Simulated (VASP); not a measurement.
Band structure of TaOs$_{3}$ (space group Pm-3m). Level of theory: PBEsol GGA, VASP's PBE PAW potentials (set 64) (plane waves; VASP).

Unless said otherwise, spin-orbit coupling is left out, though it shifts the bands of the heavy elements here.

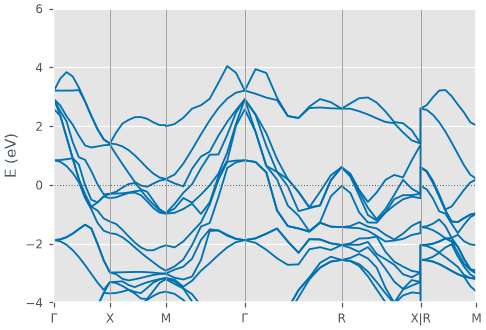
Figure: Bands along high-symmetry lines, zero at the valence-band maximum or, without a gap, the Fermi level

Task: Read the plot: is there a gap, and where are the band edges?

Result: It has no gap at this level: it comes out as a metal or semimetal.

The structure comes from a computed database's TaOs3 entry (Pm-3m); how it stands against other phases isn't given here. The cell was not relaxed at this level. The electron count is odd and the run is not spin-polarised, which forces a metal.
